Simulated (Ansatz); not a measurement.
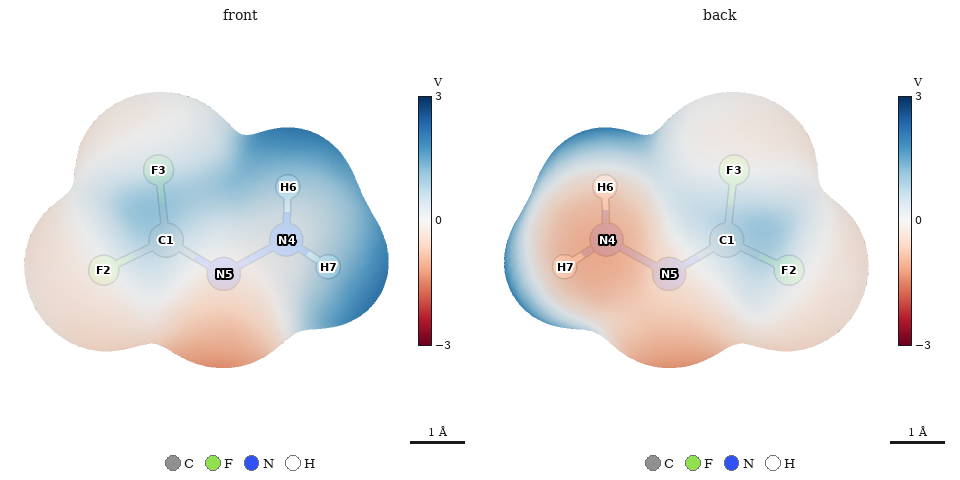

CH2F2N2 (SMILES NN=C(F)F). The molecular electrostatic potential painted on the density surface at 0.002 e/bohr³, seen from the front and from behind; the colour scale runs from red (negative) to blue (positive).

Geometry: B3LYP-D3(BJ)/def2-SVP.

The calculation used isolated molecule in a Gaussian basis; Kohn-Sham density functional theory, functional PBE0 (Ansatz).

```yaml
atoms:
  - { symbol: C, position_ang: [1.2804, 0.5486, 2.4346] }
  - { symbol: F, position_ang: [2.1034, 1.4840, 2.8508] }
  - { symbol: F, position_ang: [1.3159, -0.5027, 3.2532] }
  - { symbol: N, position_ang: [-0.2014, -0.3944, 0.9944] }
  - { symbol: N, position_ang: [0.5744, 0.6578, 1.4110] }
  - { symbol: H, position_ang: [-0.5395, -0.9973, 1.7477] }
  - { symbol: H, position_ang: [-0.9727, -0.0439, 0.4345] }
```

Question: Where is the surface potential most negative and most positive?

Answer: The most negative region (about −1.3 V) lies over N5, the most positive (about +2.1 V) over H6 and H7. N5 is the likeliest acceptor of a hydrogen bond.
